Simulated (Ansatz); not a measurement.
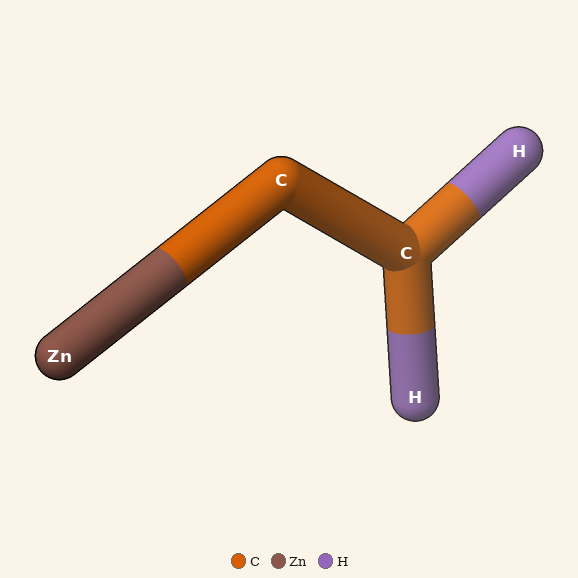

A stick model of a molecule.

The geometry was computed by an optimisation with PBE0-D4/def2-TZVP. No frequency run is at hand to confirm it as a minimum.

> Which formula does it have?

C2H2Zn, 5 atoms: 2 carbon, 2 hydrogen and 1 zinc.

> Count the bonded pairs by element.

2 C–H, 1 C–C, 1 C–Zn. Sticks follow a distance rule.

More results for the same structure follow; atom numbers are the same in all pictures, views and colours differ.

### Shape

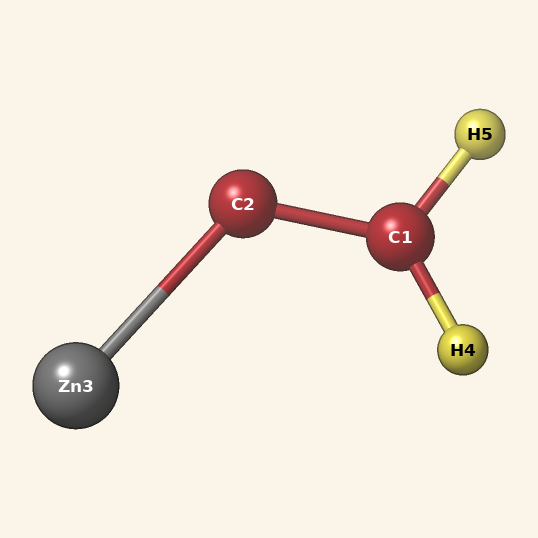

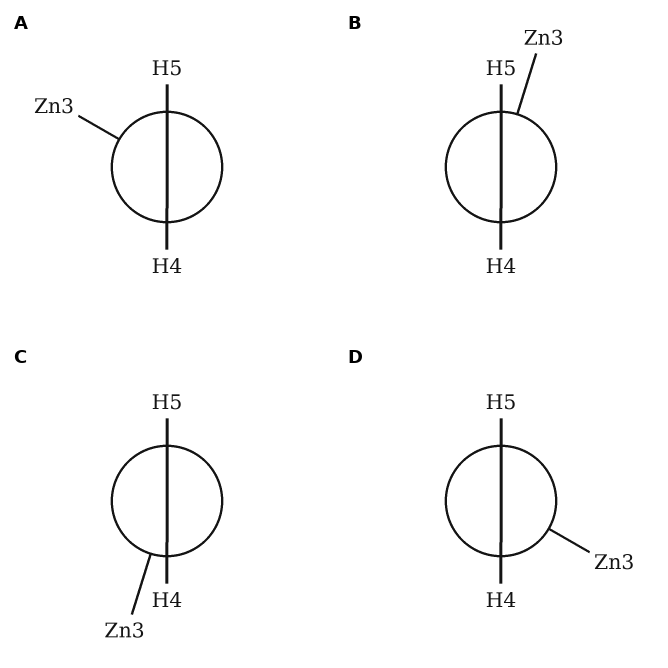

Distant atoms are faded towards the background colour. Bonds that would overlap in a projection are set slightly apart. No frequency run is at hand to confirm it as a minimum.

> Which Newman projection shows the view along C1–C2, with C1 in front?

C. The torsion angle H4–C1–C2–Zn3 is 0°, synperiplanar (eclipsed).

### Electronic properties

No frequency run is at hand to confirm it as a minimum. Method: RKS PBE0-D4/def2-TZVPP (Ansatz 0.2.0).

> What is the HOMO–LUMO gap?

3.18 eV.

> Give the HOMO energy (Kohn–Sham orbital) at this level.

−5.85 eV.

### Dipole moment

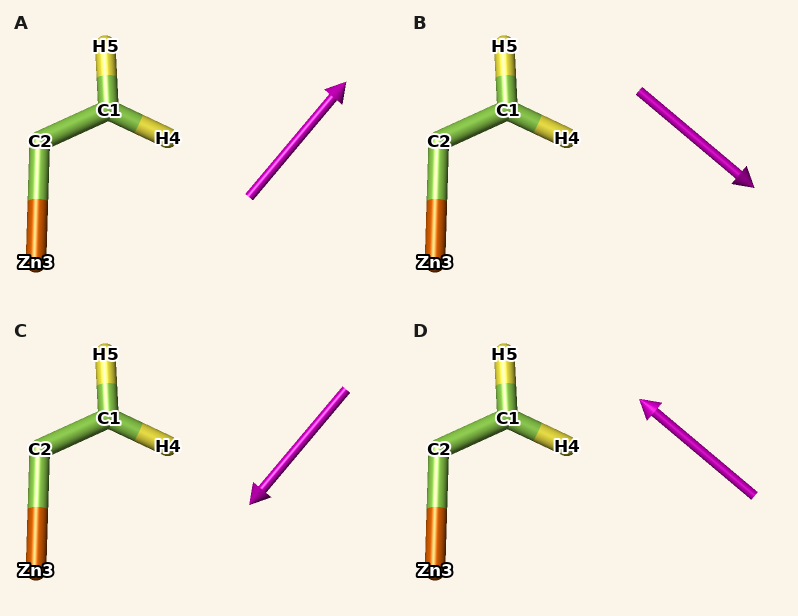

The same molecule four times, each with an arrow. No frequency run is at hand to confirm it as a minimum. Properties computed with RKS PBE0-D4/def2-TZVP (Ansatz 0.2.0).

> Which arrow points along the dipole moment, from the negative to the positive end?

B. The dipole moment is 1.14 D; it points from the side of H5 to the side of H4 (the outermost atoms at the two ends).

### Charges

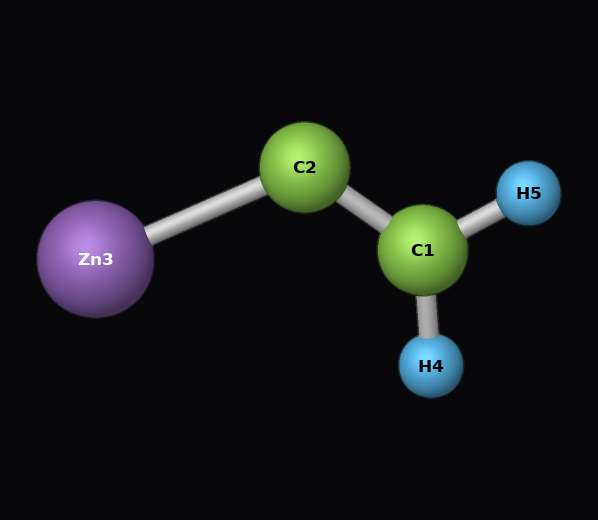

The questions are on Mulliken charges. No frequency run is at hand to confirm it as a minimum. Properties computed with RKS PBE0-D4/def2-TZVP (Ansatz 0.2.0).

> Which atom carries the highest charge (most positive or least negative)?

H4 (0.17 e).

> And the lowest?

C1 (−0.30 e).

Give the Mulliken charges atom by atom.

```tsv
atom	value (e)
C1	−0.30
C2	−0.15
Zn3	0.12
H4	0.17
H5	0.16
```

Mulliken values depend strongly on the basis set and can even reverse the polarity of a bond.
